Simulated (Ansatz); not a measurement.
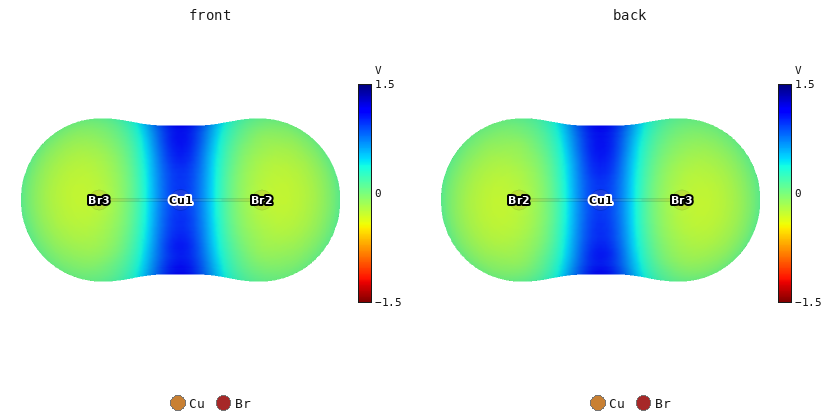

Figure 1: Br2Cu (CuBr2) (doublet). The molecular electrostatic potential painted on the density surface at 0.001 e/bohr³, seen from the front and from behind; the colour scale runs from red (negative) to blue (positive).

Geometry: PBE-D4/def2-TZVP.

These are results of Ansatz, UKS PBE0-D4/def2-TZVP, not measurements.

```tsv
atom	x (Å)	y (Å)	z (Å)
Cu	0.0000	0.0000	0.0000
Br	-0.0156	-0.0196	2.2184
Br	0.0155	0.0196	-2.2184
```

**Where is the surface potential most negative and most positive?**

The most negative region (about −0.3 V) lies over Br2 and Br3, the most positive (about +1.1 V) over Cu1.
